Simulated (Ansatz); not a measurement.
**How SrHF (model structure) absorbs and reflects light**

Aim: the dielectric function of SrHF (model structure), and the optical constants that follow from it. The structure is a model built here, which may or may not match a known phase. It was built so: All Ca replaced by Sr and Cl replaced by F in the P4/nmm structure of CaHCl.

Main program and level: Ansatz 0.2.0; DFT, PBE, plane-wave PAW, default files, scalar-relativistic, independent-particle optical response without local fields.

### 1. The starting structure

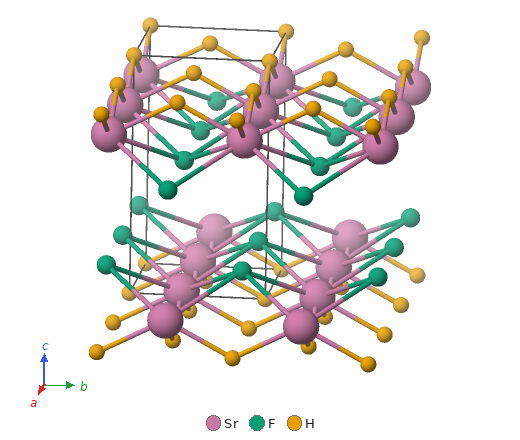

Start, viewed slightly off an axis; strontium pink, fluorine teal, hydrogen orange. 3×2×1 cells are drawn. Some periodic images of atoms are drawn too.

### 2. Relaxation

The structure was built or cut out here, so it is relaxed before any spectrum is computed.

This step: DFT, PBE, plane-wave PAW, default files, scalar-relativistic, relaxation (Ansatz 0.2.0).

The input, input.yaml:

```yaml
crystal:
  lattice:
    - [3.55937087, 0.0, 0.0]
    - [0.0, 3.55937087, 0.0]
    - [0.0, 0.0, 6.34142913]
  atoms:
    - { symbol: Sr, position: [0.5, 0.0, 0.854] }
    - { symbol: Sr, position: [0.0, 0.5, 0.146] }
    - { symbol: F, position: [0.5, 0.0, 0.305] }
    - { symbol: F, position: [0.0, 0.5, 0.695] }
    - { symbol: H, position: [0.5, 0.5, 0.0] }
    - { symbol: H, position: [0.0, 0.0, 0.0] }
kpoints:
  mp_grid: { grid: [6, 6, 4] }
scf:
  occupations: { method: fermi_dirac, width: 0.05 }
hamiltonian:
  xc: pbe
  pseudopotentials: { kind: paw }
output:
  forces: true
  stress: true
relax:
  f_tol: 0.02
  max_steps: 50
  cell: {}
```

Launch:

```sh
$ ansatz run input.yaml --threads 2 --pin off --max-ram 5120MiB --backend cpu --events-out ev --progress --plain --runs-dir out
```

Numbers of over 12 decimals in the logs are rounded to 6 here.

Output:

```text
Engine: ansatz 0.2.0, aarch64-unknown-linux-gnu
Pseudopotentials: kind: paw
Pseudopotential: Sr, paw, valence charge 10, recommended cutoff 420 eV (normal), Sr.paw.azcp
Pseudopotential: F, paw, valence charge 7, recommended cutoff 420 eV (normal), F.paw.azcp
Pseudopotential: H, paw, valence charge 1, recommended cutoff 420 eV (normal), H.paw.azcp
Functional definition: PBE
  parameter kappa = 0.804
  parameter beta = 0.066725
  exchange = pbe_x(kappa = kappa, mu = beta*pi^2/3)
  correlation = pbe_c(beta = beta)
Crystal: 6 atoms, lattice volume = 80.340 Å³
Basis set: ecut = 420 eV, 1545 PW (Γ), exchange–correlation on 48×48×90 points (8 copies of the dense FFT grid, shifted against one another)
Bands: 24, of which v1, the nominal top of the filled ones, is band 18 counted from 1 (17 counted from 0)
Symmetry: 16 space group operations
Space group: P4/nmm (ITA 129), of the structure as read, at distance tolerance 4.3e-5 Å
k-points: 30 of 144
Non-local potential: Sr, projectors of the file, l = 0: 3, l = 1: 2, l = 2: 2
Non-local potential: F, projectors of the file, l = 0: 2, l = 1: 2, l = 2: 1
Non-local potential: H, projectors of the file, l = 0: 2, l = 1: 1
PAW form: soft (Blöchl's): semilocal exchange-correlation on the pseudo side does not see the compensation charge
PAW one-centre angular grid: Sr, 110 points (default); XC on 64 Gauss nodes
PAW one-centre angular grid: F, 110 points (default); XC on 64 Gauss nodes
PAW one-centre angular grid: H, 110 points (default); XC on 64 Gauss nodes
Initial density: superposition of atomic densities (neutral atoms: chi_scale 0, normalization atom), corrected by the library's trained network
Initial wavefunctions: pseudopotential atomic-orbital guess
Functional: x = pbe(κ = 0.804, μ = 0.219515), c = pbe(β = 0.066725)
SCF iter   1: F=—  HF=-8740.456229 eV  |F-HF|=—  |Δ(HF+E_count)|=         —  Δρ=3.42e-3  dr2=6.30e-3  ethr=1.77e-3  ⟨swp⟩=10.9  Hψ=4702  notcnv=0
preconditioner: auto → none  [insulator: Δε(μ)=5.002 eV  Ē_g=15.937 eV  σ=0.050 eV  W_gap=1.00  n_scr=16 (ndim 8)  ℏωp=23.4 eV  f_vac=0.139  D(μ)=0.00/eV (n_scr^D=0)  ε∞_Penn≈3.2]
SCF iter   2: F=—  HF=-8740.459675 eV  |F-HF|=—  |Δ(HF+E_count)|=   3.45e-3  Δρ=1.84e-3  dr2=1.78e-3  ethr=1.75e-5  ⟨swp⟩=2.9  Hψ=1672  notcnv=0  defer=32
SCF iter   3: F=—  HF=-8740.460237 eV  |F-HF|=—  |Δ(HF+E_count)|=   5.62e-4  Δρ=1.24e-3  dr2=7.15e-4  ethr=4.94e-6  ⟨swp⟩=2.0  Hψ=1152  notcnv=0  defer=32
SCF iter   4: F=—  HF=-8740.460308 eV  |F-HF|=—  |Δ(HF+E_count)|=   7.15e-5  Δρ=2.37e-4  dr2=2.30e-5  ethr=1.99e-6  ⟨swp⟩=2.0  Hψ=1005  notcnv=0  defer=32
SCF iter   5: F=—  HF=-8740.460567 eV  |F-HF|=—  |Δ(HF+E_count)|=   2.59e-4  Δρ=6.63e-5  dr2=1.42e-6  ethr=6.38e-8  ⟨swp⟩=2.0  Hψ=1196  notcnv=0  defer=32
SCF iter   6: F=—  HF=-8740.460569 eV  |F-HF|=—  |Δ(HF+E_count)|=   1.66e-6  Δρ=2.02e-5  dr2=1.55e-7  ethr=3.95e-9  ⟨swp⟩=2.6  Hψ=1224  notcnv=0  defer=32
SCF iter   7: F=-8740.460569 eV  HF=-8740.460569 eV  |F-HF|=5.91e-10  |Δ(HF+E_count)|=   1.14e-7  Δρ=2.16e-6  dr2=1.82e-9  ethr=2.78e-10  ⟨swp⟩=5.0  Hψ=2715  notcnv=0
SCF 1 converged in 7 iterations: F = -8740.460569 eV  dr2 = 1.82e-9
  greatest PAW one-centre occupation: 0.987 electrons in one spin orbital (limit 2), on the Sr atom at site 1 (counted from 0), in its partial waves of l = 0
relax step   1: F+E_penalty+E_count = -8740.46056913 eV  Δ(F+E_penalty+E_count) = +0.000e0 eV  max|allowed force component| = 6.067e0 eV/Å  Δτ_max = 0.0000 Å  P = +21.797 GPa  Ω = 80.340 Å³  (7 SCF iters, dr2 threshold 1.00e-7 eV, accepted)
Crystal: 6 atoms, lattice volume = 84.915 Å³
Basis set: ecut = 420 eV, 1653 PW (Γ), exchange–correlation on 48×48×90 points (8 copies of the dense FFT grid, shifted against one another)
Initial density: handed on by an earlier stage of this run
Initial wavefunctions: those handed on with the density
SCF iter   1: F=—  HF=-8743.456248 eV  |F-HF|=—  |Δ(HF+E_count)|=         —  Δρ=3.22e-2  dr2=1.91e0  ethr=3.10e-3  ⟨swp⟩=8.7  Hψ=4077  notcnv=0
preconditioner: auto → none  [insulator: Δε(μ)=3.360 eV  Ē_g=16.114 eV  σ=0.050 eV  W_gap=1.00  n_scr=16 (ndim 8)  ℏωp=22.8 eV  f_vac=0.091  D(μ)=0.00/eV (n_scr^D=0)  ε∞_Penn≈3.0]
SCF iter   2: F=—  HF=-8742.846773 eV  |F-HF|=—  |Δ(HF+E_count)|=   6.09e-1  Δρ=1.70e-2  dr2=2.06e-1  ethr=3.10e-3  ⟨swp⟩=4.4  Hψ=1729  notcnv=0  defer=46
SCF iter   3: F=—  HF=-8742.792292 eV  |F-HF|=—  |Δ(HF+E_count)|=   5.45e-2  Δρ=5.86e-3  dr2=1.75e-2  ethr=5.73e-4  ⟨swp⟩=3.0  Hψ=1401  notcnv=0  defer=45
SCF iter   4: F=—  HF=-8742.789895 eV  |F-HF|=—  |Δ(HF+E_count)|=   2.40e-3  Δρ=2.62e-3  dr2=2.22e-3  ethr=4.85e-5  ⟨swp⟩=2.1  Hψ=1107  notcnv=0  defer=45
SCF iter   5: F=—  HF=-8742.790580 eV  |F-HF|=—  |Δ(HF+E_count)|=   6.85e-4  Δρ=5.58e-4  dr2=1.19e-4  ethr=6.16e-6  ⟨swp⟩=2.6  Hψ=1188  notcnv=0  defer=45
SCF iter   6: F=—  HF=-8742.791100 eV  |F-HF|=—  |Δ(HF+E_count)|=   5.20e-4  Δρ=7.28e-5  dr2=1.99e-6  ethr=3.30e-7  ⟨swp⟩=2.0  Hψ=1023  notcnv=0  defer=45
SCF iter   7: F=-8742.791103 eV  HF=-8742.791103 eV  |F-HF|=1.00e-7  |Δ(HF+E_count)|=   3.18e-6  Δρ=1.52e-5  dr2=9.23e-8  ethr=1.67e-9  ⟨swp⟩=5.0  Hψ=2877  notcnv=0
SCF 2 converged in 7 iterations: F = -8742.791103 eV  dr2 = 9.23e-8
relax step   2: F+E_penalty+E_count = -8742.79110347 eV  Δ(F+E_penalty+E_count) = -2.331e0 eV  max|allowed force component| = 3.225e0 eV/Å  Δτ_max = 0.1990 Å  P = +9.809 GPa  Ω = 84.915 Å³  energy of the carried Pulay correction = -9.954e-3 eV  (7 SCF iters, dr2 threshold 6.00e-7 eV, accepted)
Crystal: 6 atoms, lattice volume = 86.732 Å³
Basis set: ecut = 420 eV, 1701 PW (Γ), exchange–correlation on 48×48×90 points (8 copies of the dense FFT grid, shifted against one another)
iter 1 solved again at ethr=2.59e-3 eV; its pass at ethr=3.10e-3 eV (dr2=9.33e-1 eV) is discarded
SCF iter   1: F=—  HF=-8744.081583 eV  |F-HF|=—  |Δ(HF+E_count)|=         —  Δρ=2.54e-2  dr2=9.10e-1  ethr=2.59e-3  ⟨swp⟩=1.0  Hψ=4931  notcnv=0
preconditioner: auto → none  [insulator: Δε(μ)=2.911 eV  Ē_g=16.101 eV  σ=0.050 eV  W_gap=1.00  n_scr=16 (ndim 8)  ℏωp=22.6 eV  f_vac=0.039  D(μ)=0.00/eV (n_scr^D=0)  ε∞_Penn≈3.0]
SCF iter   2: F=—  HF=-8743.802450 eV  |F-HF|=—  |Δ(HF+E_count)|=   2.79e-1  Δρ=9.18e-3  dr2=6.70e-2  ethr=2.53e-3  ⟨swp⟩=3.9  Hψ=1556  notcnv=0
SCF iter   3: F=—  HF=-8743.782679 eV  |F-HF|=—  |Δ(HF+E_count)|=   1.98e-2  Δρ=4.31e-3  dr2=7.19e-3  ethr=1.86e-4  ⟨swp⟩=3.0  Hψ=1413  notcnv=0  defer=45
SCF iter   4: F=—  HF=-8743.783279 eV  |F-HF|=—  |Δ(HF+E_count)|=   6.00e-4  Δρ=2.35e-3  dr2=2.32e-3  ethr=2.00e-5  ⟨swp⟩=2.0  Hψ=1262  notcnv=0  defer=45
SCF iter   5: F=—  HF=-8743.783160 eV  |F-HF|=—  |Δ(HF+E_count)|=   1.19e-4  Δρ=5.05e-4  dr2=9.94e-5  ethr=6.46e-6  ⟨swp⟩=2.0  Hψ=972  notcnv=0  defer=45
SCF iter   6: F=—  HF=-8743.783895 eV  |F-HF|=—  |Δ(HF+E_count)|=   7.35e-4  Δρ=7.68e-5  dr2=8.54e-6  ethr=2.76e-7  ⟨swp⟩=2.1  Hψ=1104  notcnv=0  defer=45
SCF iter   7: F=-8743.783894 eV  HF=-8743.783894 eV  |F-HF|=7.24e-8  |Δ(HF+E_count)|=   5.91e-7  Δρ=1.82e-5  dr2=2.69e-7  ethr=1.67e-9  ⟨swp⟩=3.9  Hψ=3265  notcnv=0
SCF 3 converged in 7 iterations: F = -8743.783894 eV  dr2 = 2.69e-7
relax step   3: F+E_penalty+E_count = -8743.78389430 eV  Δ(F+E_penalty+E_count) = -9.928e-1 eV  max|allowed force component| = 1.132e0 eV/Å  Δτ_max = 0.1944 Å  P = +3.400 GPa  Ω = 86.732 Å³  energy of the carried Pulay correction = -1.376e-2 eV  (7 SCF iters, dr2 threshold 6.00e-7 eV, accepted)
[... from here on, the SCF cycles and remarks between the steps are left out ...]
relax step   4: F+E_penalty+E_count = -8744.21009344 eV  Δ(F+E_penalty+E_count) = -4.262e-1 eV  max|allowed force component| = 5.182e-1 eV/Å  Δτ_max = 0.1949 Å  P = +1.144 GPa  Ω = 85.584 Å³  energy of the carried Pulay correction = -1.136e-2 eV  (7 SCF iters, dr2 threshold 6.00e-7 eV, accepted)
relax step   5: F+E_penalty+E_count = -8744.30344270 eV  Δ(F+E_penalty+E_count) = -9.335e-2 eV  max|allowed force component| = 4.545e-1 eV/Å  Δτ_max = 0.1950 Å  P = +1.694 GPa  Ω = 85.428 Å³  energy of the carried Pulay correction = -1.104e-2 eV  (7 SCF iters, dr2 threshold 6.00e-7 eV, accepted)
relax step   6: F+E_penalty+E_count = -8744.30256613 eV  Δ(F+E_penalty+E_count) = +8.766e-4 eV  max|allowed force component| = 3.750e-1 eV/Å  Δτ_max = 0.0666 Å  P = -1.552 GPa  Ω = 89.940 Å³  energy of the carried Pulay correction = -2.028e-2 eV  (7 SCF iters, dr2 threshold 6.00e-7 eV, accepted)
relax step   7: F+E_penalty+E_count = -8744.33273530 eV  Δ(F+E_penalty+E_count) = -3.017e-2 eV  max|allowed force component| = 3.197e-2 eV/Å  Δτ_max = 0.0287 Å  P = -0.052 GPa  Ω = 87.331 Å³  energy of the carried Pulay correction = -1.499e-2 eV  (6 SCF iters, dr2 threshold 6.00e-7 eV, accepted)
relax step   8: F+E_penalty+E_count = -8744.33315183 eV  Δ(F+E_penalty+E_count) = -4.165e-4 eV  max|allowed force component| = 8.952e-3 eV/Å  Δτ_max = 0.0041 Å  P = -0.042 GPa  Ω = 87.384 Å³  energy of the carried Pulay correction = -1.510e-2 eV  (5 SCF iters, dr2 threshold 2.67e-7 eV, accepted)
relax step   9: F+E_penalty+E_count = -8744.33331632 eV  Δ(F+E_penalty+E_count) = -1.645e-4 eV  max|allowed force component| = 6.388e-3 eV/Å  Δτ_max = 0.0012 Å  P = +0.022 GPa  Ω = 87.316 Å³  energy of the carried Pulay correction = -1.496e-2 eV  (5 SCF iters, dr2 threshold 2.57e-8 eV, accepted)
relax step  10: F+E_penalty+E_count = -8744.35917067 eV  Δ(F+E_penalty+E_count) = -2.585e-2 eV  max|allowed force component| = 6.189e-3 eV/Å  Δτ_max = 0.0000 Å  P = +0.519 GPa  Ω = 87.316 Å³  stress off target by 6.17e-1 GPa  SCF on the basis re-selected at this cell (its energy is not comparable with the rows above)  (7 SCF iters)
relax step  11: F+E_penalty+E_count = -8744.35927476 eV  Δ(F+E_penalty+E_count) = -1.041e-4 eV  max|allowed force component| = 8.596e-3 eV/Å  Δτ_max = 0.0008 Å  P = +0.047 GPa  Ω = 88.179 Å³  energy of the carried Pulay correction = -1.738e-3 eV  (5 SCF iters, dr2 threshold 6.00e-7 eV, accepted)
relax step  12: F+E_penalty+E_count = -8744.36120623 eV  Δ(F+E_penalty+E_count) = -1.931e-3 eV  max|allowed force component| = 8.473e-3 eV/Å  Δτ_max = 0.0000 Å  P = +0.060 GPa  Ω = 88.179 Å³  stress off target by 7.04e-2 GPa  SCF on the basis re-selected at this cell (its energy is not comparable with the rows above)  (6 SCF iters)
relax step  13: F+E_penalty+E_count = -8744.36099147 eV  Δ(F+E_penalty+E_count) = +2.148e-4 eV  max|allowed force component| = 1.989e-3 eV/Å  Δτ_max = 0.0028 Å  P = -0.000 GPa  Ω = 88.315 Å³  energy of the carried Pulay correction = -2.626e-4 eV  (5 SCF iters, dr2 threshold 1.24e-8 eV, accepted)
iter 1 solved again at ethr=6.10e-6 eV; its pass at ethr=3.10e-3 eV (dr2=2.20e-3 eV) is discarded
SCF iter   1: F=—  HF=-8744.361438 eV  |F-HF|=—  |Δ(HF+E_count)|=         —  Δρ=2.49e-5  dr2=3.67e-8  ethr=6.10e-6  ⟨swp⟩=3.5  Hψ=6326  notcnv=0
eigensolver tolerance schedule: the retry pair's looser diagonalisation over-reported the residual by 59891.20 of it (diagonalisation noise at an unbounded share of the residual, at the tolerance the schedule requests for it); recorded, not acted on — ethr = c·dr2/N_el stays at c = 1.0e-1
preconditioner: auto → none  [insulator: Δε(μ)=3.159 eV  Ē_g=14.428 eV  σ=0.050 eV  W_gap=1.00  n_scr=16 (ndim 8)  ℏωp=20.9 eV  f_vac=0.011  D(μ)=0.00/eV (n_scr^D=0)  ε∞_Penn≈3.1]
SCF iter   2: F=—  HF=-8744.361279 eV  |F-HF|=—  |Δ(HF+E_count)|=   1.58e-4  Δρ=1.22e-5  dr2=1.15e-8  ethr=1.02e-10  ⟨swp⟩=4.0  Hψ=2042  notcnv=0
SCF iter   3: F=—  HF=-8744.361281 eV  |F-HF|=—  |Δ(HF+E_count)|=   1.43e-6  Δρ=5.93e-6  dr2=2.41e-9  ethr=3.20e-11  ⟨swp⟩=2.3  Hψ=1080  notcnv=0
SCF iter   4: F=—  HF=-8744.361281 eV  |F-HF|=—  |Δ(HF+E_count)|=   4.04e-7  Δρ=2.01e-6  dr2=2.23e-9  ethr=6.70e-12  ⟨swp⟩=2.0  Hψ=1194  notcnv=0
SCF iter   5: F=-8744.361281 eV  HF=-8744.361281 eV  |F-HF|=1.76e-10  |Δ(HF+E_count)|=   1.69e-9  Δρ=1.57e-7  dr2=4.11e-12  ethr=1.00e-12  ⟨swp⟩=4.1  Hψ=3311  notcnv=0
SCF 14 converged in 5 iterations: F = -8744.361281 eV  dr2 = 4.11e-12
relax step  14: F+E_penalty+E_count = -8744.36128109 eV  Δ(F+E_penalty+E_count) = -2.896e-4 eV  max|allowed force component| = 1.968e-3 eV/Å  Δτ_max = 0.0000 Å  P = +0.001 GPa  Ω = 88.315 Å³  stress off target by 5.31e-3 GPa  SCF on the basis re-selected at this cell (its energy is not comparable with the rows above)  (5 SCF iters)
basis re-selected at this cell: Δ(F+E_penalty+E_count) = -2.896e-4 eV, ΔP = +0.001 GPa vs the last step (what re-selecting the basis moved, of the pressure what is left beyond the Pulay correction that the steps carried, after the strain that the cell walked since its last selection, with what the two solves' SCF thresholds leave and, on support functions, any second-order correction that the steps lacked; it is no m [...]
SCF converged after 5 iterations
Free energy (F): -8744.361281 eV
Harris-Foulkes:  -8744.361281 eV  (|F-HF|=1.76e-10)
Internal energy: -8744.361281 eV  (E = F + TS)
E sigma→0 (E₀):  -8744.361281 eV
Fermi energy:    7.669751 eV
--- Per-component energies (eV) ---
  E_band       = -244.304799
  E_kinetic    = 933.161890
  E_local      = -2502.013591  (includes V_loc(G=0)·N_el)
  E_nonlocal   = 553.366787
  E_hartree    = 770.601966
  E_xc         = -527.351806
  E_vxc        = -555.857175  (∫ρ·V_xc dr)
  E_paw        = -5790.906945  (= ΣΔE_a)
  E_vpaw       = -214.168225  (= ΣTr[D̂ρ^β])
  E_aug_tail   = 0.001599  (compensation charges beyond the density's cutoff)
  E_ewald      = -2181.221181
  E_smearing   = -0.000000  (= −TS)
  E_closure    = 0.000000  (closes the sum)
  Σ components = -8744.361281   (vs F -8744.361281, Δ=0.00e0)
--- Forces (eV/Å), atoms counted from 1 ---
  atom   1  Sr     0.00000000     0.00000000     0.00059958
  atom   2  Sr     0.00000000     0.00000000    -0.00059958
  atom   3  F      0.00000000     0.00000000    -0.00196758
  atom   4  F      0.00000000     0.00000000     0.00196758
  atom   5  H      0.00000000     0.00000000     0.00000000
  atom   6  H      0.00000000     0.00000000    -0.00000000
  max |Σ_I F_I| component: 2.71e-20 eV/Å
--- Stress (GPa, compression-positive) ---
        0.004691       0.000000       0.000000
        0.000000       0.004691       0.000000
        0.000000       0.000000      -0.005306
  P = ⅓ Tr σ = 0.0014 GPa (0.014 kbar)
--- Relaxed structure (11 steps of the walk, 11 accepted, 3 SCFs on fresh bases) ---
  F+E_penalty+E_count = -8744.36128109 eV   max|allowed force component| = 1.968e-3 eV/Å   (the final SCF, on the basis selected at the relaxed cell)
  cell:  # Å, volume = 88.3146 Å³
    - [3.724649, 0, 0.0]
    - [0, 3.724649, 0.0]
    - [0.0, 0.0, 6.365931]
  atoms:
    - { symbol: Sr, position: [0.5, 0, 0.761338] }
    - { symbol: Sr, position: [0, 0.5, 0.238662] }
    - { symbol: F, position: [0.5, 0, 0.366222] }
    - { symbol: F, position: [0, 0.5, 0.633778] }
    - { symbol: H, position: [0.5, 0.5, 7.280526449985637e-19] }
    - { symbol: H, position: [0, 0, 7.280526449985634e-19] }
```

Run time: 23 s. Hardware: 2 threads of Arm Neoverse V1, shared host; peak memory 0.36 GiB; 45 s of CPU time.

Relaxation path:

| step | energy less that of the first step (eV) | largest force component (eV/Å) | pressure (GPa) | volume (Å³) |
| --- | --- | --- | --- | --- |
| 1 | 0.0000 | 6.0667 | 21.80 | 80.34 |
| 2 | -2.3305 | 3.2250 | 9.81 | 84.92 |
| 3 | -3.3233 | 1.1321 | 3.40 | 86.73 |
| 4 | -3.7495 | 0.5181 | 1.14 | 85.58 |
| 5 | -3.8429 | 0.4545 | 1.69 | 85.43 |
| 6 | -3.8420 | 0.3750 | -1.55 | 89.94 |
| 7 | -3.8722 | 0.0320 | -0.05 | 87.33 |
| 8 | -3.8726 | 0.0090 | -0.04 | 87.38 |
| 9 | -3.8727 | 0.0064 | 0.02 | 87.32 |
| 10* | -3.8986 | 0.0062 | 0.52 | 87.32 |
| 11 | -3.8987 | 0.0086 | 0.05 | 88.18 |
| 12* | -3.9006 | 0.0085 | 0.06 | 88.18 |
| 13 | -3.9004 | 0.0020 | 0.00 | 88.31 |
| 14* | -3.9007 | 0.0020 | 0.00 | 88.31 |

Relaxation steps marked * repeat the geometry before them on a plane-wave basis chosen anew for their cell, so energy and pressure can jump there.

Forces are held to the 16 operations that the run works with; a distortion that breaks them can't arise in this run.

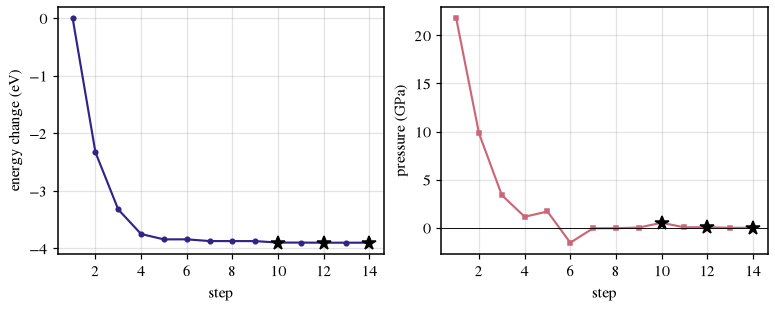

Energy and pressure along the relaxation. Stars mark steps on a basis chosen anew.

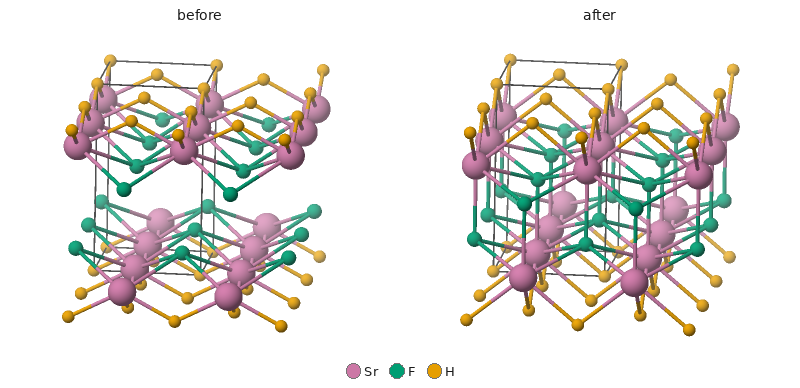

The structure before and after the relaxation, drawn at the same scale.

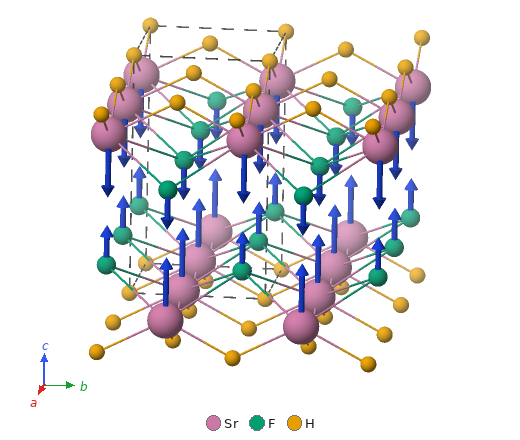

Displacements in the relaxation, exaggerated, measured against the changing cell; the longest in the cell stands for 0.59 Å. 3×2×1 cells are drawn. Some periodic images of atoms are drawn too.

| conventional cell, symmetrised | before | after | change |
| --- | --- | --- | --- |
| a (Å) | 3.559 | 3.725 | +4.6 % |
| b (Å) | 3.559 | 3.725 | +4.6 % |
| c (Å) | 6.341 | 6.366 | +0.4 % |
| volume (Å³/atom) | 13.39 | 14.72 | +9.9 % |

The atoms that moved most (Å, as changes of fractional coordinates times the final cell):

| atom | dx | dy | dz | length |
| --- | --- | --- | --- | --- |
| Sr2 | 0.000 | 0.000 | 0.590 | 0.590 |
| Sr1 | 0.000 | 0.000 | -0.590 | 0.590 |
| F3 | 0.000 | 0.000 | 0.390 | 0.390 |
| F4 | 0.000 | 0.000 | -0.390 | 0.390 |

Final coordinates:

```xyz
6
Lattice="3.7246 0.0000 0.0000 0.0000 3.7246 0.0000 0.0000 0.0000 6.3659" Properties=species:S:1:pos:R:3 pbc="T T T"
Sr    1.8623    0.0000    4.8466
Sr    0.0000    1.8623    1.5193
F     1.8623    0.0000    2.3313
F     0.0000    1.8623    4.0346
H     1.8623    1.8623    0.0000
H     0.0000    0.0000    0.0000
```

The relaxation ends with a largest force component of 0.0020 eV/Å and a pressure of 0.00 GPa.

(Part 1 of 3 ends here.)

[Logs are printed without paths, hosts, clocks, repeated set-up lines and the standing remarks that a program may print on its own settings, such as how far it seeks lower states.]

[Hosts, paths, dates, database ids (printed as entryN), source tags and the programs' standing remarks are cut or masked in the printed files.]
